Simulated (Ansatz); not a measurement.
# SiGeN+ (triplet): one geometry, many settings

Aim: run SiGeN+ (triplet) at one geometry under a spread of methods and options, and see what each costs and gives.

The runs use Ansatz 0.2.0, Gaussian basis; the settings change from run to run.

23 further runs of the same task are left out: 10 that didn't finish, 13 set aside as unsound or not needed.

### Step 1. The geometry

The geometry is a PBE0/def2-TZVP stationary point (not a proven minimum) of the parent state, kept for this charge and spin. No spin-orbit coupling is included. The filled d shell of Ge may be among the frozen orbitals whatever the setting's name suggests; the logs give the count.

3 atoms, charge 1, spin multiplicity 3.

Atoms are counted from 1 here; the program's logs count them from 0.

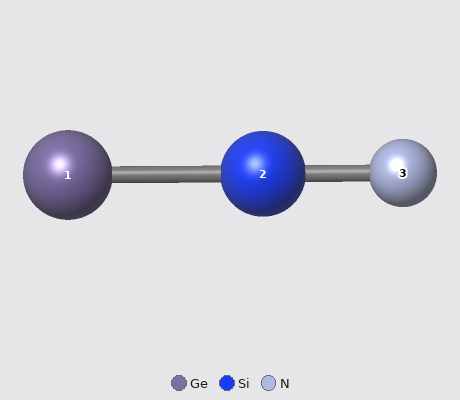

The geometry (germanium purple, silicon blue, nitrogen light blue); atoms are numbered from 1 in the order of the file.

### Step 2. HF/STO-3G

Input file in.yaml:

```yaml
crystal:
  periodic: [false, false, false]
  atoms:
    - {symbol: Ge, position_ang: [0.000000, 0.000000, 2.097500]}
    - {symbol: Si, position_ang: [0.000000, 0.000000, -0.218800]}
    - {symbol: N, position_ang: [0.000000, 0.000000, -1.878700]}
basis:
  gaussian: {orbitals: STO-3G}
total_charge: 1
magnetization: {spin_polarized: false, initial_magnetization: 2}
hamiltonian: {xc: hf}
output: {orbitals: {seedname: orbitals}}
```

Started as:

```
$ ansatz run in.yaml --threads 1 --pin off --events-out ev --progress --plain --max-ram 2393MiB
```

Log:

```text
Functional definition: HF
  name "HF"
  cite "Fock, Z. Phys. 61, 126 (1930) doi:10.1007/BF01340294"
  parent pbe
  exchange = exact_x
  correlation = 0
333 factors; integrals over basis functions are off by at most 3.5e-5 eV
mean field evaluation 1: about -65028.7605 eV, gradient 5.8e1 eV
mean field evaluation 2: about -65028.7750 eV, gradient 5.8e1 eV
mean field evaluation 4: about -65044.6132 eV, gradient 3.2e1 eV
mean field evaluation 8: about -65053.2696 eV, gradient 3.6e0 eV
mean field evaluation 16: about -65053.5266 eV, gradient 4.1e-2 eV
mean field evaluation 32: about -65055.0751 eV, gradient 3.4e-5 eV
mean field evaluation 64: about -65054.7882 eV, gradient 2.1e0 eV
mean field evaluation 96: about -65041.9063 eV, gradient 4.7e1 eV
mean field evaluation 128: about -65054.3679 eV, gradient 7.5e0 eV
mean field evaluation 160: about -65048.8872 eV, gradient 1.2e1 eV
mean field evaluation 192: about -65047.1991 eV, gradient 4.3e0 eV
mean field evaluation 224: about -65053.0471 eV, gradient 4.6e0 eV
mean field evaluation 256: about -65054.8157 eV, gradient 2.2e0 eV
mean field -65055.07506881 eV, -2390.7299128651 hartree, gradient 3.2e-5 eV, S^2 2.000000; 6 other end points of the search recorded, 0 dependent functions left out
reference -65055.07506881 eV, -2390.7299128651 hartree; 27, 25 occupied and 5, 7 virtual orbitals, 333 factors
Total energy: -65055.07506881 eV, -2390.7299128651 hartree
```

Wall time 1.4 s (1 thread of Arm Neoverse V1, shared host).

### Step 3. NEVPT4(SD)(8,5)/STO-3G

Edit in.yaml of step 2 so:

```diff
@@ -10,3 +10,4 @@
 magnetization: {spin_polarized: false, initial_magnetization: 2}
-hamiltonian: {xc: hf}
-output: {orbitals: {seedname: orbitals}}
+hamiltonian: {pseudopotentials: {relativity: scalar}}
+correlation: {method: fic_nevpt4_sd, electrons: outside_noble_gas, active_space: {window: {electrons: 8, orbitals: 5}}}
+scf: {lower_state_search: off}
```

The command is unchanged.

Log, shortened:

```text
Functional definition: HF
  name "HF"
  cite "Fock, Z. Phys. 61, 126 (1930) doi:10.1007/BF01340294"
  parent pbe
[...]
333 factors; integrals over basis functions are off by at most 3.5e-5 eV
[...]
mean field -65525.67851123 eV, -2408.0242703876 hartree, gradient 1.2e-6 eV, S^2 2.000000; 0 other end points of the search recorded, 0 dependent functions left out
reference -65525.67851123 eV, -2408.0242703876 hartree; 27, 25 occupied and 5, 7 virtual orbitals, 333 factors
state -65525.67979566 eV, -2408.0243175897 hartree
state -65525.67979566 eV, -2408.0243175897 hartree; corrected -65529.87651785 eV, -2408.1785442855 hartree
WARN: 3 active orbitals are nearly empty or full. The corrections depend on them more than the energy does, and are more stable in an active space without them
Total energy: -65529.87651785 eV, -2408.1785442855 hartree
Relativity: scalar
Checks for a lower state left out: stability, starts, cluster_reference, orbital_swaps, neighbouring_geometries, increment
```

Run time: 1.2 s. Hardware: 1 thread of Arm Neoverse V1, shared host.

From the report: 13 determinants; active occupations 2.00, 2.00, 2.00, 1.00, 1.00. The report marks this result as in doubt.

### Step 4. MRCISD+Q(2,3)/STO-3G

Input file in.yaml:

```yaml
crystal:
  periodic: [false, false, false]
  atoms:
    - {symbol: Ge, position_ang: [0.000000, 0.000000, 2.097500]}
    - {symbol: Si, position_ang: [0.000000, 0.000000, -0.218800]}
    - {symbol: N, position_ang: [0.000000, 0.000000, -1.878700]}
basis:
  gaussian: {orbitals: STO-3G, point_charges: [{charge: 0.50, position_ang: [4.566, -0.084, -0.475]}]}
total_charge: 1
magnetization: {spin_polarized: false, initial_magnetization: 2}
correlation: {method: fic_mrcisd_q, electrons: valence, active_space: {window: {electrons: 2, orbitals: 3}, states: [{multiplicity: 3, weights: [0.5, 1]}], root: 1}}
```

Launched as before.

Log, shortened:

```text
Functional definition: HF
  name "HF"
  cite "Fock, Z. Phys. 61, 126 (1930) doi:10.1007/BF01340294"
  parent pbe
[...]
451 factors; integrals over basis functions are off by at most 3.4e-8 eV
[...]
mean field -65053.56290324 eV, -2390.6743418053 hartree, gradient 1.4e-6 eV, S^2 2.000000; 18 other end points of the search recorded, 0 dependent functions left out
reference -65053.56290324 eV, -2390.6743418053 hartree; 27, 25 occupied and 5, 7 virtual orbitals, 451 factors
state -65053.54969391 eV, -2390.6738563716 hartree
state -65053.27319160 eV, -2390.6636950991 hartree
contracted CI cycle   1: correlation 0.00000000 eV, 0.0000000000 hartree, residual 1.17e1 eV
contracted CI cycle   2: correlation -3.62466008 eV, -0.1332038010 hartree, residual 3.23e0 eV
contracted CI cycle   3: correlation -4.01772695 eV, -0.1476487422 hartree, residual 1.46e0 eV
[...]
contracted CI cycle   4: correlation -4.07351675 eV, -0.1496989796 hartree, residual 5.60e-1 eV
contracted CI cycle   5: correlation -4.08402749 eV, -0.1500852422 hartree, residual 2.29e-1 eV
contracted CI cycle   6: correlation -4.08619716 eV, -0.1501649759 hartree, residual 1.13e-1 eV
contracted CI cycle   7: correlation -4.08675882 eV, -0.1501856165 hartree, residual 6.40e-2 eV
contracted CI cycle   8: correlation -4.08689106 eV, -0.1501904764 hartree, residual 3.95e-2 eV
contracted CI cycle   9: correlation -4.08692478 eV, -0.1501917156 hartree, residual 1.54e-2 eV
contracted CI cycle  10: correlation -4.08693195 eV, -0.1501919789 hartree, residual 6.25e-3 eV
contracted CI cycle  11: correlation -4.08693317 eV, -0.1501920237 hartree, residual 3.15e-3 eV
contracted CI cycle  12: correlation -4.08693343 eV, -0.1501920332 hartree, residual 1.59e-3 eV
state -65053.27319160 eV, -2390.6636950991 hartree; corrected -65058.09761693 eV, -2390.8409894596 hartree
Total energy: -65058.09761693 eV, -2390.8409894596 hartree
```

Run time: 5.5 s. Hardware: 1 thread of Arm Neoverse V1, shared host.

From the report: 9 determinants; active occupations (of the averaged states) 1.00, 0.67, 0.33.

### Step 5. MP2 on UHF/cc-pVDZ

Input file in.yaml:

```yaml
crystal:
  periodic: [false, false, false]
  atoms:
    - {symbol: Ge, position_ang: [0.000000, 0.000000, 2.097500]}
    - {symbol: Si, position_ang: [0.000000, 0.000000, -0.218800]}
    - {symbol: N, position_ang: [0.000000, 0.000000, -1.878700]}
basis:
  gaussian: {orbitals: cc-pVDZ}
total_charge: 1
magnetization: {spin_polarized: true, initial_magnetization: 2}
correlation: {method: mp2, electrons: outside_noble_gas}
output: {forces: true}
```

The command is unchanged.

Log, shortened:

```text
Functional definition: HF
  name "HF"
  cite "Fock, Z. Phys. 61, 126 (1930) doi:10.1007/BF01340294"
  parent pbe
[...]
650 factors; integrals over basis functions are off by at most 6.4e-4 eV
[...]
mean field -65805.80313795 eV, -2418.3186605442 hartree, gradient 2.1e-6 eV, S^2 2.745505; 19 other end points of the search recorded, 0 dependent functions left out
20 core orbitals not correlated: weight in the atoms' cores, before any rotation towards them, 1.000 or more for the frozen orbitals, at most 0.000 for the correlated occupied ones
reference -65805.80313795 eV, -2418.3186605442 hartree; 7, 5 occupied and 32, 34 virtual orbitals, 650 factors
second order -5.76249423 eV of doubles, -0.00000000 eV of singles
[...]
Total energy: -65811.56563218 eV, -2418.5304283011 hartree
Atom 0 at     0.000000     0.000000     2.097500 Å, force     0.000000    -0.000000     1.395574 eV/Å
Atom 1 at     0.000000     0.000000    -0.218800 Å, force    -0.000000    -0.000000     0.448116 eV/Å
Atom 2 at     0.000000     0.000000    -1.878700 Å, force     0.000000     0.000000    -1.843690 eV/Å
Dipole moment:     0.000000     0.000000     0.280366 e Å
```

Wall time 18 s (1 thread of Arm Neoverse V1, shared host).

From the report: ⟨S²⟩ of the determinant 2.746 (pure triplet: 2.00). The determinant is far from a pure spin state, so its energy mixes those of several spin states (harmless only where they are near-degenerate, as at dissociation).

### Step 6. CASSCF(8,7)/cc-pVDZ

Edit in.yaml of step 5 so:

```diff
@@ -9,4 +9,3 @@
 total_charge: 1
-magnetization: {spin_polarized: true, initial_magnetization: 2}
-correlation: {method: mp2, electrons: outside_noble_gas}
-output: {forces: true}
+magnetization: {spin_polarized: false, initial_magnetization: 2}
+correlation: {active_space: {window: {electrons: 8, orbitals: 7}, states: [{multiplicity: 3, weights: [1, 1, 1]}, {multiplicity: 5, weights: [1]}]}}
```

The command is unchanged.

Log, shortened:

```text
Functional definition: HF
  name "HF"
  cite "Fock, Z. Phys. 61, 126 (1930) doi:10.1007/BF01340294"
  parent pbe
[...]
1114 factors; integrals over basis functions are off by at most 2.0e-7 eV
[...]
mean field -65804.85149751 eV, -2418.2836884031 hartree, gradient 2.1e-6 eV, S^2 2.000000; 17 other end points of the search recorded, 0 dependent functions left out
reference -65804.85149751 eV, -2418.2836884031 hartree; 27, 25 occupied and 32, 34 virtual orbitals, 1114 factors
state -65806.68078600 eV, -2418.3509135151 hartree
state -65805.79153687 eV, -2418.3182342123 hartree
state -65805.79153687 eV, -2418.3182342123 hartree
state -65805.48946584 eV, -2418.3071333069 hartree
Total energy: -65805.93833139 eV, -2418.3236288117 hartree
```

It took 36 s on 1 thread of Arm Neoverse V1, shared host.

From the report: 1,225 determinants; active occupations (of the averaged states) 2.00, 1.96, 1.28, 1.28, 0.72, 0.72, 0.04.

### Step 7. All runs side by side

 † marks a result that the program doubts.

```tsv
level	correlated	functions	energy (eV)	time
HF/STO-3G		32	-65055.0751	1.4 s
NEVPT4(SD)(8,5)/STO-3G (relativity set) †	outside noble gas	32	-65529.8765	1.2 s
MRCISD+Q(2,3)/STO-3G (excited root 1 of an average, beside a point charge)	valence	32	-65058.0976	5.5 s
MP2 on UHF/cc-pVDZ	outside noble gas	59	-65811.5656	18 s
CASSCF(8,7)/cc-pVDZ (mean of several states)		59	-65805.9383	36 s
```

### Step 8. Summary of results

| quantity | value |
| --- | --- |
| runs | 5 |
| quickest | NEVPT4(SD)(8,5)/STO-3G (relativity set) †, 1.2 s |
| slowest | CASSCF(8,7)/cc-pVDZ (mean of several states), 36 s |

**Reading.** Total energies in different bases, with other cores or another treatment of relativity can't be set against each other. CASSCF(8,7)/cc-pVDZ (mean of several states) took 31 times as long as NEVPT4(SD)(8,5)/STO-3G (relativity set) †; the jobs differ in more than the method.
